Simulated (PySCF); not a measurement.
# C₂H₈FNSi: NMR shifts at several levels of theory, part 1 of 2

Aim: compute the NMR shifts of C₂H₈FNSi (`CN[Si@H](C)F`) at several levels, and see how far they spread and what each costs.

The runs use PySCF 2.14.0, with density-fitted response routines of our own; the level of theory stands in each step. All values are computed, except where a source is named. Atoms are numbered from 0 throughout.

## 1. The molecule as given

13 atoms, charge 0, multiplicity 1; geometry from: GFN2-xTB. The atoms were then displaced at random by about 0.01 Å, so the start is not that level's minimum.

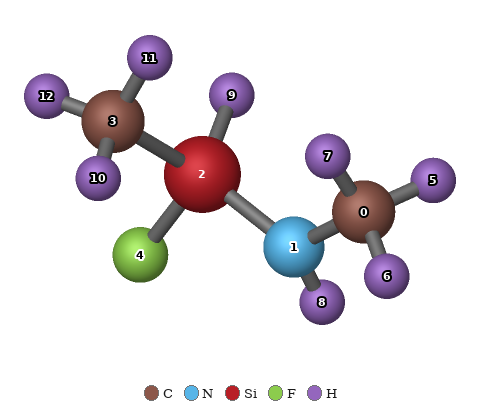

The starting geometry (carbon brown, nitrogen blue, silicon red, fluorine green, hydrogen purple), atoms numbered.

## 2. Optimising the geometry at PBE0-D3(BJ)/def2-SVP

What the job is given:

```
{"job": {"xc": "PBE0", "basis": "def2-SVP", "d3": "d3bj", "grid": 1, "shake": 0.01, "kind": "geom"}, "charge": 0, "multiplicity": 1}
C     -1.742190     0.542610     0.142180
N     -0.853820    -0.051330    -0.796640
Si     0.571450    -0.872330    -0.376470
C      1.755830     0.291160     0.604330
F      1.237250    -1.207520    -1.821410
H     -2.527280    -0.127030     0.498680
H     -2.258810     1.410260    -0.335020
H     -1.185770     0.941540     0.988160
H     -1.319210    -0.346170    -1.615720
H      0.471790    -2.190390     0.266830
H      1.741330     1.277890     0.174260
H      1.404250     0.395920     1.645380
H      2.711010    -0.081500     0.615130
```

On the command line:

```console
$ OMP_NUM_THREADS=1 python probes_run.py task.json out
```

One launch serves the whole session: the jobs run in the order shown.

What it wrote:

```text
step   0  E = -524.55258452  max force = 0.074301
step   1  E = -524.56106845  max force = 0.015658
step   2  E = -524.56201775  max force = 0.004884
step   3  E = -524.56215041  max force = 0.001393
step   4  E = -524.56226412  max force = 0.004356
step   5  E = -524.56247259  max force = 0.006232
step   6  E = -524.56356295  max force = 0.007754
step   7  E = -524.56466310  max force = 0.009321
step   8  E = -524.56528422  max force = 0.007972
step   9  E = -524.56567072  max force = 0.004052
step  10  E = -524.56574033  max force = 0.002399
step  11  E = -524.56587959  max force = 0.002074
step  12  E = -524.56596422  max force = 0.000796
step  13  E = -524.56622833  max force = 0.002368
step  14  E = -524.56630584  max force = 0.001814
step  15  E = -524.56635686  max force = 0.001269
step  16  E = -524.56638797  max force = 0.001412
step  17  E = -524.56641696  max force = 0.001190
step  18  E = -524.56644387  max force = 0.000670
step  19  E = -524.56645768  max force = 0.000374
optimisation converged
```

Wall time 1.8 min (1 thread of Intel Xeon Platinum 8175M at 2.50GHz, shared host); peak memory 0.49 GiB.

The steps of the relaxation:

| step | energy from step 0 (eV) | largest force component (eV/Å) |
| --- | --- | --- |
| 0 | 0.0000 | 3.8207 |
| 1 | -0.2309 | 0.8052 |
| 2 | -0.2567 | 0.2511 |
| 3 | -0.2603 | 0.0716 |
| 4 | -0.2634 | 0.2240 |
| 5 | -0.2691 | 0.3205 |
| 6 | -0.2987 | 0.3987 |
| 7 | -0.3287 | 0.4793 |
| 8 | -0.3456 | 0.4099 |
| 9 | -0.3561 | 0.2084 |
| 10 | -0.3580 | 0.1234 |
| 11 | -0.3618 | 0.1066 |
| 12 | -0.3641 | 0.0409 |
| 13 | -0.3713 | 0.1218 |
| 14 | -0.3734 | 0.0933 |
| 15 | -0.3748 | 0.0653 |
| 16 | -0.3756 | 0.0726 |
| 17 | -0.3764 | 0.0612 |
| 18 | -0.3771 | 0.0345 |
| 19 | -0.3775 | 0.0192 |

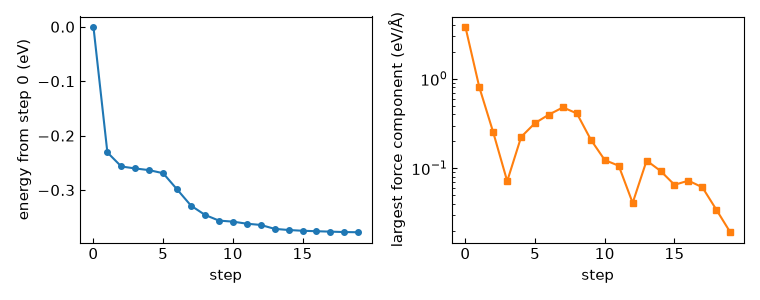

Energy and force, step by step.

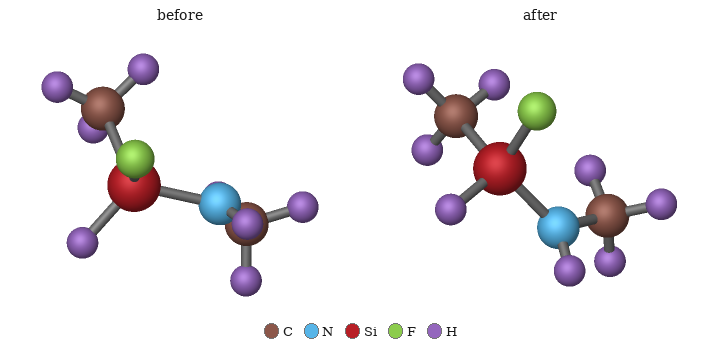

Before and after, at one scale.

Close pairs (by a distance rule), those that changed most:

| bond | before (Å) | after (Å) | change (Å) |
| --- | --- | --- | --- |
| C3–H12 | 1.025 | 1.101 | +0.075 |
| Si2–C3 | 1.928 | 1.860 | -0.068 |
| N1–H8 | 0.987 | 1.014 | +0.027 |
| C3–H10 | 1.076 | 1.101 | +0.025 |
| C0–N1 | 1.422 | 1.444 | +0.021 |
| Si2–H9 | 1.470 | 1.488 | +0.018 |
| N1–Si2 | 1.698 | 1.712 | +0.014 |
| Si2–F4 | 1.626 | 1.638 | +0.012 |

The end geometry stands in the next job.

```
                         at the end point                value
  point group (found at 0.08 Å tolerance)                   C1
rotational constants (GHz, main isotopes)  5.097, 2.840, 2.269
                        dipole moment (D)                 2.06
```

## 3. Shielding tensors: PBE0/6-31G*

What the job is given:

```
{"job": {"kind": "nmr", "xc": "PBE0", "basis": "6-31G*", "pop": true}, "charge": 0, "multiplicity": 1}
C     -1.716802     0.636563     0.102674
N     -1.012045    -0.532753    -0.366348
Si     0.672979    -0.685803    -0.628027
C      1.654399     0.120479     0.730847
F      1.173029     0.027758    -2.015211
H     -2.504404     0.373585     0.829592
H     -2.189658     1.220451    -0.708479
H     -1.021393     1.313147     0.621704
H     -1.612287    -1.225235    -0.800224
H      0.948461    -2.137375    -0.804911
H      1.456335     1.202455     0.781626
H      1.423909    -0.322877     1.711057
H      2.730831    -0.002695     0.537644
```

With the program's defaults for keys left out, this is: GIAO PBE0/6-31G* NMR shielding, non-relativistic, gas phase.

What it wrote:

```text
coarse grid: 10904 points
cycle   1  E = -524.7525308512  dE =  2.444e-01  |g| = 6.627e-01  |ddm| = 3.007e+00
cycle   2  E = -524.6904021872  dE =  6.213e-02  |g| = 9.077e-01  |ddm| = 1.230e+00
cycle   3  E = -524.8376828315  dE = -1.473e-01  |g| = 7.503e-02  |ddm| = 7.270e-01
cycle   4  E = -524.8387129589  dE = -1.030e-03  |g| = 2.735e-02  |ddm| = 7.659e-02
cycle   5  E = -524.8388799807  dE = -1.670e-04  |g| = 5.612e-03  |ddm| = 2.531e-02
cycle   6  E = -524.8388857291  dE = -5.748e-06  |g| = 2.468e-03  |ddm| = 6.020e-03
final grid: 99920 points
cycle   7  E = -524.8004120139  dE = -1.064e-05  |g| = 8.942e-03  |ddm| = 1.446e-02
cycle   8  E = -524.8003959085  dE =  1.611e-05  |g| = 1.244e-02  |ddm| = 1.725e-02
cycle   9  E = -524.8004310160  dE = -3.511e-05  |g| = 9.606e-04  |ddm| = 9.989e-03
cycle  10  E = -524.8004312094  dE = -1.934e-07  |g| = 1.316e-04  |ddm| = 7.537e-04
cycle  11  E = -524.8004312126  dE = -3.260e-09  |g| = 4.152e-05  |ddm| = 1.269e-04
cycle  12  E = -524.8004312129  dE = -2.531e-10  |g| = 2.094e-05  |ddm| = 4.216e-05
converged SCF energy = -524.8004312129

GIAO shielding tensors (ppm)
atom      isotropic    diamagn.    paramagn.     s11        s22        s33       span
  0 C      165.625     244.393     -78.768    143.487    160.393    192.994     49.507
  1 N      227.105     319.347     -92.242    198.345    224.679    258.290     59.945
  2 Si     413.335     879.823    -466.487    390.294    407.140    442.572     52.277
  3 C      197.885     252.800     -54.915    186.802    198.597    208.257     21.456
  4 F      326.781     470.020    -143.239    265.668    341.499    373.175    107.507
  5 H       29.509      28.787       0.722     24.798     27.431     36.297     11.498
  6 H       29.324      28.607       0.717     24.347     27.369     36.255     11.908
  7 H       29.448      30.425      -0.977     24.693     29.922     33.728      9.035
  8 H       31.291      29.848       1.443     22.888     29.730     41.253     18.365
  9 H       26.959      29.487      -2.528     23.706     24.391     32.780      9.074
 10 H       31.535      30.929       0.606     27.331     30.119     37.155      9.824
 11 H       32.179      30.332       1.847     27.606     29.710     39.222     11.616
 12 H       31.885      28.892       2.994     27.562     29.142     38.951     11.389
```

Wall time 11 s (1 thread of Intel Xeon Platinum 8175M at 2.50GHz, shared host); peak memory 0.52 GiB.

Shifts follow as δ = σ(reference) − σ, with reference shieldings (ppm) from runs at the same level and on the same kind of geometry: ¹H TMS 31.96, ¹³C TMS 194.1, ²⁹Si TMS 418.1, ¹⁹F CFCl3 198.9, ¹⁵N NH3 259.4. The references are single molecules in the gas phase, so shifts against H2O, NH3, PH3, H3PO4 or CFCl3 are not on the usual liquid scales and can be off by tens of ppm. Atoms listed in one row are averaged.

| atoms | environment | σ (ppm) | δ (ppm) |
| --- | --- | --- | --- |
| C0 | methyl carbon bonded to N | 165.6 | 28.5 |
| C3 | methyl carbon bonded to Si | 197.9 | -3.7 |
| H9 | hydrogen on a silicon bonded to C, F, N | 26.96 | 5.00 |
| H5, H6, H7 | hydrogen on a methyl carbon bonded to N | 29.43 | 2.54 |
| H8 | hydrogen on a nitrogen bonded to C, Si | 31.29 | 0.67 |
| H10, H11, H12 | hydrogen on a methyl carbon bonded to Si | 31.87 | 0.10 |
| N1 | nitrogen bonded to C, Si, H | 227.1 | 32.3 |
| Si2 | silicon bonded to C, F, N, H | 413.3 | 4.8 |
| F4 | fluorine bonded to Si | 326.8 | -127.9 |

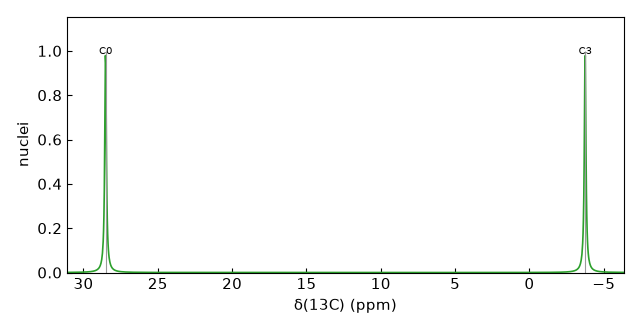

¹³C lines at the computed shifts, without couplings. Lines are broadened to a width of 0.13 ppm (Lorentzian).

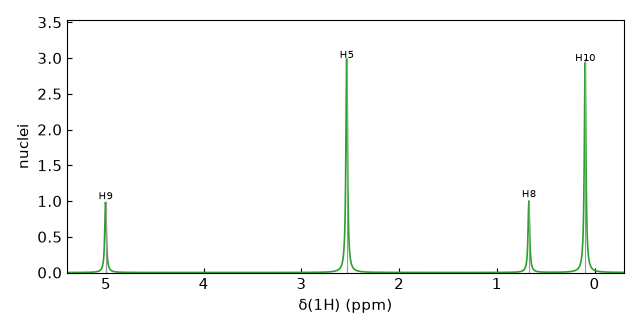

¹H lines at the computed shifts, without couplings. Lines are broadened to a width of 0.02 ppm (Lorentzian).

The run also stored atomic charges by several schemes (e):

| atoms | Mulliken | IAO | Hirshfeld | ESP fit |
| --- | --- | --- | --- | --- |
| C0 | -0.37 | -0.29 | -0.05 | 0.07 |
| N1 | -0.72 | -0.67 | -0.24 | -0.72 |
| Si2 | 0.92 | 1.26 | 0.41 | 0.79 |
| C3 | -0.80 | -0.75 | -0.20 | -0.66 |
| F4 | -0.41 | -0.55 | -0.23 | -0.32 |

IAO charges:

C0 -0.29; N1 -0.67; Si2 1.26; C3 -0.75; F4 -0.55; H5 0.14; H6 0.13; H7 0.14; H8 0.26; H9 -0.16; H10 0.16; H11 0.16; H12 0.16

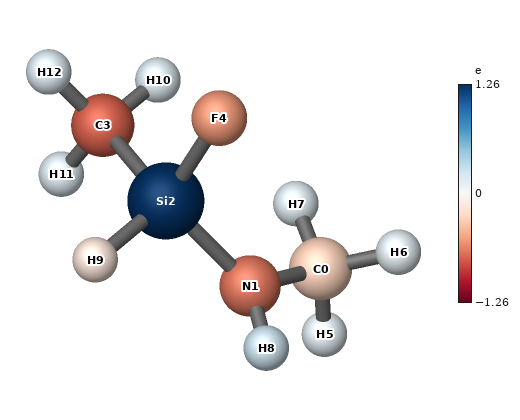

IAO charges, as colours on the atoms.

Mayer bond orders: C0–N1 0.97, N1–Si2 1.09, Si2–C3 0.95, Si2–F4 0.96.

## 4. NMR shieldings: PBE0/6-311+G(2d,p)

The job, as its differences from that of step 3:

```diff
@@ -1,2 +1,2 @@
-{"job": {"kind": "nmr", "xc": "PBE0", "basis": "6-31G*", "pop": true}, "charge": 0, "multiplicity": 1}
+{"job": {"kind": "nmr", "xc": "PBE0", "basis": "6-311+G(2d,p)", "pop": true}, "charge": 0, "multiplicity": 1}
 C     -1.716802     0.636563     0.102674
```

With the program's defaults for keys left out, this is: GIAO PBE0/6-311+G(2d,p) NMR shielding, non-relativistic, gas phase.

What it wrote:

```text
coarse grid: 10904 points
cycle   1  E = -524.8326506699  dE =  2.249e-01  |g| = 6.760e-01  |ddm| = 2.675e+00
cycle   2  E = -524.7545695270  dE =  7.808e-02  |g| = 9.862e-01  |ddm| = 9.330e-01
cycle   3  E = -524.9151600814  dE = -1.606e-01  |g| = 8.826e-02  |ddm| = 5.510e-01
cycle   4  E = -524.9163532134  dE = -1.193e-03  |g| = 3.661e-02  |ddm| = 7.127e-02
cycle   5  E = -524.9166214354  dE = -2.682e-04  |g| = 7.821e-03  |ddm| = 2.646e-02
cycle   6  E = -524.9166314069  dE = -9.972e-06  |g| = 3.470e-03  |ddm| = 6.789e-03
cycle   7  E = -524.9166339082  dE = -2.501e-06  |g| = 2.653e-04  |ddm| = 2.323e-03
final grid: 99920 points
cycle   8  E = -524.9166098804  dE = -4.293e-05  |g| = 7.450e-03  |ddm| = 2.884e-02
cycle   9  E = -524.9166038544  dE =  6.026e-06  |g| = 9.067e-03  |ddm| = 1.034e-02
cycle  10  E = -524.9166224581  dE = -1.860e-05  |g| = 7.383e-04  |ddm| = 5.898e-03
cycle  11  E = -524.9166225593  dE = -1.012e-07  |g| = 2.624e-04  |ddm| = 6.006e-04
cycle  12  E = -524.9166225731  dE = -1.386e-08  |g| = 4.817e-05  |ddm| = 1.802e-04
cycle  13  E = -524.9166225735  dE = -3.670e-10  |g| = 2.306e-05  |ddm| = 4.463e-05
converged SCF energy = -524.9166225735

GIAO shielding tensors (ppm)
atom      isotropic    diamagn.    paramagn.     s11        s22        s33       span
  0 C      158.312     244.898     -86.586    134.793    152.122    188.020     53.227
  1 N      217.224     317.157     -99.933    183.512    217.413    250.747     67.236
  2 Si     350.546     876.028    -525.483    320.437    341.765    389.436     68.999
  3 C      191.687     248.387     -56.700    180.306    191.819    202.935     22.629
  4 F      320.913     464.836    -143.923    267.292    332.261    363.187     95.895
  5 H       28.942      29.837      -0.895     24.219     26.796     35.812     11.593
  6 H       28.767      29.607      -0.840     23.758     26.657     35.887     12.129
  7 H       28.894      31.281      -2.387     24.254     29.322     33.105      8.852
  8 H       30.545      31.540      -0.995     22.766     29.454     39.415     16.649
  9 H       26.556      28.357      -1.801     23.503     24.308     31.859      8.356
 10 H       30.915      30.747       0.168     26.993     29.542     36.210      9.217
 11 H       31.596      30.086       1.510     27.313     29.061     38.413     11.100
 12 H       31.280      29.094       2.186     27.322     28.545     37.973     10.651
```

Wall time 25 s (1 thread of Intel Xeon Platinum 8175M at 2.50GHz, shared host); peak memory 0.97 GiB.

In short: δ C0 28.1, C3 -5.2, N1 44.7, Si2 -6.1, H9 4.95, H5 2.64 ppm (means over like atoms).

## 5. NMR shieldings: PBE0/def2-SVP

The job, as its differences from that of step 4:

```diff
@@ -1,2 +1,2 @@
-{"job": {"kind": "nmr", "xc": "PBE0", "basis": "6-311+G(2d,p)", "pop": true}, "charge": 0, "multiplicity": 1}
+{"job": {"kind": "nmr", "xc": "PBE0", "basis": "def2-SVP", "pop": true}, "charge": 0, "multiplicity": 1}
 C     -1.716802     0.636563     0.102674
```

With the program's defaults for keys left out, this is: GIAO PBE0/def2-SVP NMR shielding, non-relativistic, gas phase.

What it wrote:

```text
coarse grid: 10904 points
cycle   1  E = -524.4155747829  dE =  2.111e-01  |g| = 6.417e-01  |ddm| = 3.365e+00
cycle   2  E = -524.3565465598  dE =  5.903e-02  |g| = 8.824e-01  |ddm| = 1.339e+00
cycle   3  E = -524.4954970655  dE = -1.390e-01  |g| = 6.956e-02  |ddm| = 7.951e-01
cycle   4  E = -524.4963490302  dE = -8.520e-04  |g| = 2.842e-02  |ddm| = 7.758e-02
cycle   5  E = -524.4965303983  dE = -1.814e-04  |g| = 5.269e-03  |ddm| = 2.741e-02
cycle   6  E = -524.4965352916  dE = -4.893e-06  |g| = 2.503e-03  |ddm| = 6.101e-03
final grid: 99920 points
cycle   7  E = -524.5581800209  dE = -1.228e-05  |g| = 8.350e-03  |ddm| = 1.760e-02
cycle   8  E = -524.5581659868  dE =  1.403e-05  |g| = 1.155e-02  |ddm| = 1.676e-02
cycle   9  E = -524.5581964332  dE = -3.045e-05  |g| = 8.683e-04  |ddm| = 9.848e-03
cycle  10  E = -524.5581965910  dE = -1.578e-07  |g| = 1.191e-04  |ddm| = 7.462e-04
cycle  11  E = -524.5581965937  dE = -2.725e-09  |g| = 3.826e-05  |ddm| = 1.259e-04
cycle  12  E = -524.5581965939  dE = -2.264e-10  |g| = 1.760e-05  |ddm| = 4.089e-05
converged SCF energy = -524.5581965939

GIAO shielding tensors (ppm)
atom      isotropic    diamagn.    paramagn.     s11        s22        s33       span
  0 C      166.725     242.830     -76.105    144.916    161.334    193.924     49.008
  1 N      230.943     316.475     -85.532    203.533    227.027    262.269     58.737
  2 Si     419.959     881.756    -461.797    396.054    412.480    451.342     55.287
  3 C      198.477     250.137     -51.661    187.400    198.736    209.294     21.894
  4 F      328.694     468.875    -140.181    274.032    344.418    367.631     93.599
  5 H       28.981      28.540       0.440     24.225     26.729     35.989     11.764
  6 H       28.844      28.524       0.320     23.787     26.702     36.044     12.257
  7 H       29.009      31.770      -2.761     24.239     29.425     33.364      9.125
  8 H       30.691      31.019      -0.328     22.016     29.157     40.900     18.884
  9 H       26.711      29.972      -3.261     23.531     24.262     32.341      8.810
 10 H       30.862      31.539      -0.677     26.747     29.354     36.485      9.738
 11 H       31.599      30.804       0.795     27.063     29.009     38.725     11.662
 12 H       31.234      28.848       2.386     27.064     28.282     38.357     11.293
```

It took 13 s on 1 thread of Intel Xeon Platinum 8175M at 2.50GHz, shared host; peak memory 0.61 GiB.

In short: δ C0 27.0, C3 -4.8, N1 38.9, Si2 -12.8, H9 4.63, H5 2.40 ppm (means over like atoms).

## 6. Nuclear shieldings: PBE0/def2-TZVP

The job, as its differences from that of step 5:

```diff
@@ -1,2 +1,2 @@
-{"job": {"kind": "nmr", "xc": "PBE0", "basis": "def2-SVP", "pop": true}, "charge": 0, "multiplicity": 1}
+{"job": {"kind": "nmr", "xc": "PBE0", "basis": "def2-TZVP", "pop": true}, "charge": 0, "multiplicity": 1}
 C     -1.716802     0.636563     0.102674
```

Level: GIAO PBE0/def2-TZVP NMR shielding, non-relativistic, gas phase.

What it wrote:

```text
coarse grid: 10904 points
cycle   1  E = -524.8651780766  dE =  2.194e-01  |g| = 6.754e-01  |ddm| = 2.526e+00
cycle   2  E = -524.7903793512  dE =  7.480e-02  |g| = 9.794e-01  |ddm| = 1.022e+00
cycle   3  E = -524.9482646482  dE = -1.579e-01  |g| = 8.343e-02  |ddm| = 6.370e-01
cycle   4  E = -524.9493535478  dE = -1.089e-03  |g| = 3.560e-02  |ddm| = 6.394e-02
cycle   5  E = -524.9496065712  dE = -2.530e-04  |g| = 7.239e-03  |ddm| = 2.435e-02
cycle   6  E = -524.9496153552  dE = -8.784e-06  |g| = 3.216e-03  |ddm| = 5.834e-03
cycle   7  E = -524.9496174895  dE = -2.134e-06  |g| = 2.743e-04  |ddm| = 2.068e-03
final grid: 99920 points
cycle   8  E = -524.9426926805  dE = -4.802e-05  |g| = 7.683e-03  |ddm| = 3.167e-02
cycle   9  E = -524.9426860645  dE =  6.616e-06  |g| = 9.381e-03  |ddm| = 1.067e-02
cycle  10  E = -524.9427057687  dE = -1.970e-05  |g| = 7.607e-04  |ddm| = 6.095e-03
cycle  11  E = -524.9427058753  dE = -1.066e-07  |g| = 2.806e-04  |ddm| = 6.068e-04
cycle  12  E = -524.9427058911  dE = -1.582e-08  |g| = 4.944e-05  |ddm| = 1.743e-04
cycle  13  E = -524.9427058915  dE = -3.781e-10  |g| = 2.289e-05  |ddm| = 3.761e-05
converged SCF energy = -524.9427058915

GIAO shielding tensors (ppm)
atom      isotropic    diamagn.    paramagn.     s11        s22        s33       span
  0 C      157.642     243.062     -85.420    133.723    151.916    187.287     53.564
  1 N      218.662     310.543     -91.881    184.686    217.079    254.221     69.535
  2 Si     340.759     875.909    -535.150    310.758    332.265    379.254     68.496
  3 C      192.352     248.046     -55.694    181.449    192.080    203.526     22.077
  4 F      315.409     468.407    -152.998    257.134    322.602    366.491    109.357
  5 H       28.896      28.765       0.131     24.177     26.763     35.748     11.571
  6 H       28.775      28.878      -0.104     23.825     26.704     35.795     11.970
  7 H       28.886      30.884      -1.998     24.365     29.254     33.039      8.673
  8 H       30.513      30.313       0.200     22.777     29.339     39.423     16.646
  9 H       26.520      29.490      -2.969     23.537     24.336     31.688      8.151
 10 H       30.921      30.641       0.280     27.095     29.534     36.133      9.038
 11 H       31.631      30.004       1.627     27.394     29.088     38.411     11.017
 12 H       31.301      28.796       2.505     27.412     28.571     37.920     10.508
```

Run time: 29 s. Hardware: 1 thread of Intel Xeon Platinum 8175M at 2.50GHz, shared host; peak memory 0.95 GiB.

Key values: δ C0 29.0, C3 -5.7, N1 47.3, Si2 -9.2, H9 4.96, H5 2.63 ppm (means over like atoms).

## 7. Shielding tensors: PBE0/cc-pVDZ

The job, as its differences from that of step 6:

```diff
@@ -1,2 +1,2 @@
-{"job": {"kind": "nmr", "xc": "PBE0", "basis": "def2-TZVP", "pop": true}, "charge": 0, "multiplicity": 1}
+{"job": {"kind": "nmr", "xc": "PBE0", "basis": "cc-pVDZ", "pop": true}, "charge": 0, "multiplicity": 1}
 C     -1.716802     0.636563     0.102674
```

Level: GIAO PBE0/cc-pVDZ NMR shielding, non-relativistic, gas phase.

What it wrote:

```text
coarse grid: 10904 points
cycle   1  E = -524.7316460548  dE =  2.890e-01  |g| = 6.537e-01  |ddm| = 6.127e+00
cycle   2  E = -524.6680950318  dE =  6.355e-02  |g| = 9.067e-01  |ddm| = 2.282e+00
cycle   3  E = -524.8145488501  dE = -1.465e-01  |g| = 7.395e-02  |ddm| = 1.236e+00
cycle   4  E = -524.8155375248  dE = -9.887e-04  |g| = 2.846e-02  |ddm| = 1.474e-01
cycle   5  E = -524.8157170745  dE = -1.795e-04  |g| = 5.736e-03  |ddm| = 4.720e-02
cycle   6  E = -524.8157230982  dE = -6.024e-06  |g| = 2.620e-03  |ddm| = 1.042e-02
final grid: 99920 points
cycle   7  E = -524.8243960422  dE = -9.974e-06  |g| = 8.867e-03  |ddm| = 4.111e-02
cycle   8  E = -524.8243797212  dE =  1.632e-05  |g| = 1.236e-02  |ddm| = 3.086e-02
cycle   9  E = -524.8244146147  dE = -3.489e-05  |g| = 9.838e-04  |ddm| = 1.765e-02
cycle  10  E = -524.8244148151  dE = -2.004e-07  |g| = 1.397e-04  |ddm| = 1.554e-03
cycle  11  E = -524.8244148189  dE = -3.747e-09  |g| = 4.340e-05  |ddm| = 2.477e-04
cycle  12  E = -524.8244148192  dE = -2.981e-10  |g| = 2.033e-05  |ddm| = 9.122e-05
converged SCF energy = -524.8244148192

GIAO shielding tensors (ppm)
atom      isotropic    diamagn.    paramagn.     s11        s22        s33       span
  0 C      168.334     244.188     -75.854    146.247    162.000    196.754     50.508
  1 N      230.290     310.427     -80.137    204.021    227.683    259.165     55.144
  2 Si     425.212     884.251    -459.040    400.509    419.574    455.552     55.042
  3 C      200.912     247.124     -46.213    189.875    200.891    211.969     22.094
  4 F      333.756     467.691    -133.935    281.403    347.074    372.791     91.388
  5 H       28.789      28.504       0.286     24.042     26.546     35.779     11.737
  6 H       28.613      28.519       0.095     23.500     26.496     35.845     12.345
  7 H       28.786      31.912      -3.125     23.968     29.158     33.233      9.265
  8 H       30.611      30.837      -0.225     22.133     29.315     40.386     18.254
  9 H       26.740      30.323      -3.583     23.500     24.208     32.513      9.013
 10 H       30.789      31.064      -0.275     26.715     29.296     36.355      9.640
 11 H       31.556      30.355       1.201     27.182     28.952     38.532     11.350
 12 H       31.206      28.342       2.864     27.184     28.312     38.122     10.938
```

It took 13 s on 1 thread of Intel Xeon Platinum 8175M at 2.50GHz, shared host; peak memory 0.65 GiB.

This run: δ C0 28.4, C3 -4.2, N1 42.8, Si2 -6.6, H9 4.55, H5 2.56 ppm (means over like atoms).

(Continued in part 2 of 2.)
